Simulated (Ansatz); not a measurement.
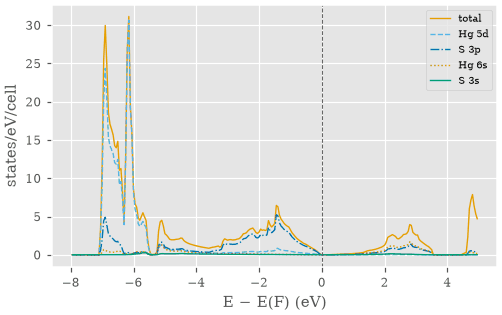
Figure: Total and projected density of states of HgS (wurtzite, space group No. 186), PBEsol in the plane-wave PAW code Ansatz

Task: Which orbitals carry the states next to the Fermi level?

Result: Within 0.5 eV of the Fermi level: S 3p 82 %, Hg 5d 15 %. Projections are on Löwdin-orthogonalised atomic valence shells; empty p or d shells of many metals are not among them.

Task: Where is the tallest occupied peak in this window, and what makes it?

Result: Near -6.2 eV, about 31 states/eV per cell; the largest projected share is Hg 5d.

Space group P6_3mc (wurtzite). The workflow started from a Materials Project entry (that database holds measured and hypothetical structures alike); the Crystallography Open Database copy checked does not list it. COD files the formula under space group No. 152, 154, 166, 216, so this cell is another polymorph or a model. Whether it is the stable phase at ambient conditions was not checked. The PBEsol relaxation kept the symmetry of its start; its stability against distortions is not shown here. Scalar-relativistic: spin–orbit coupling is off unless named, which matters more the heavier the elements.

Potentials: the later of the program's two PAW sets.
